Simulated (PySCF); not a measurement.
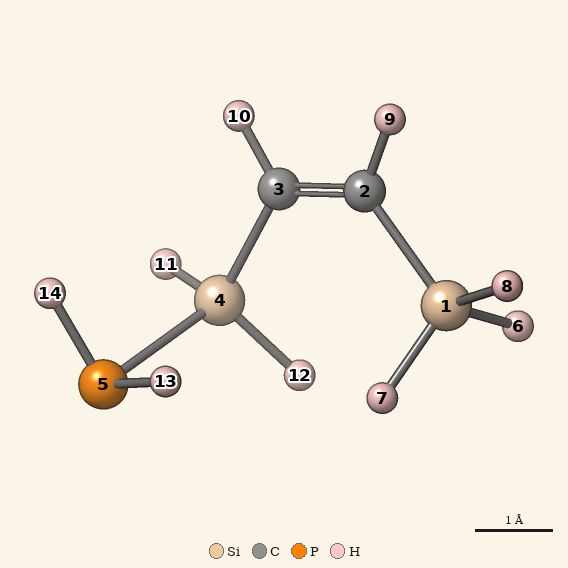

Orthographic view. Depth is shown by fading: the farther an atom, the more it takes the colour of the background. Computed geometry: PBE0-D3(BJ)/def2-SVP optimisation. No frequency run is at hand to confirm it as a minimum.

Write a MOL file (V2000) with the atoms in numerical order, bonds sorted by atom number with the orders drawn, and coordinates in the frame of the picture: x right, y up, z towards the viewer, origin at the mean position.

```
C2H9PSi2
                    3D

 14 13  0  0  0  0  0  0  0  0999 V2000
    1.9900   -0.3300    0.7300 Si  0  0  0  0  0  4  0  0  0  0  0  0
    0.9200    1.1800    0.3900 C   0  0  0  0  0  0  0  0  0  0  0  0
   -0.2100    1.2100   -0.3500 C   0  0  0  0  0  0  0  0  0  0  0  0
   -0.9900   -0.2600   -1.2300 Si  0  0  0  0  0  4  0  0  0  0  0  0
   -2.5200   -1.3600    0.0300 P   0  0  0  0  0  0  0  0  0  0  0  0
    2.9300   -0.6000   -0.4000 H   0  0  0  0  0  0  0  0  0  0  0  0
    1.1500   -1.5400    0.9500 H   0  0  0  0  0  0  0  0  0  0  0  0
    2.7900   -0.0700    1.9700 H   0  0  0  0  0  0  0  0  0  0  0  0
    1.2500    2.1200    0.8400 H   0  0  0  0  0  0  0  0  0  0  0  0
   -0.7400    2.1700   -0.4500 H   0  0  0  0  0  0  0  0  0  0  0  0
   -1.7000    0.2200   -2.4500 H   0  0  0  0  0  0  0  0  0  0  0  0
    0.0600   -1.2400   -1.6200 H   0  0  0  0  0  0  0  0  0  0  0  0
   -1.7000   -1.3300    1.2100 H   0  0  0  0  0  0  0  0  0  0  0  0
   -3.2200   -0.1600    0.3800 H   0  0  0  0  0  0  0  0  0  0  0  0
  1  2  1  0
  1  6  1  0
  1  7  1  0
  1  8  1  0
  2  3  2  0
  2  9  1  0
  3  4  1  0
  3 10  1  0
  4  5  1  0
  4 11  1  0
  4 12  1  0
  5 13  1  0
  5 14  1  0
M  END
```
